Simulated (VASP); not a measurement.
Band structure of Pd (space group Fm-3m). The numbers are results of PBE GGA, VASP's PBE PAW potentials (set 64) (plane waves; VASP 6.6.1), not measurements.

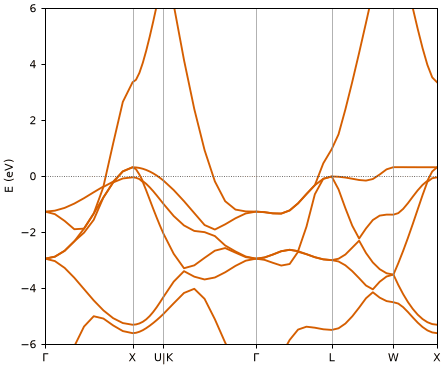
Figure: Bands along high-symmetry lines, zero at the valence-band maximum or, without a gap, the Fermi level

Problem. Read the plot: is there a gap, and where are the band edges?

Solution. It has no gap at this level: it comes out as a metal or semimetal.

The structure is a typed Pd crystal (Fm-3m). The cell was not relaxed at this level.
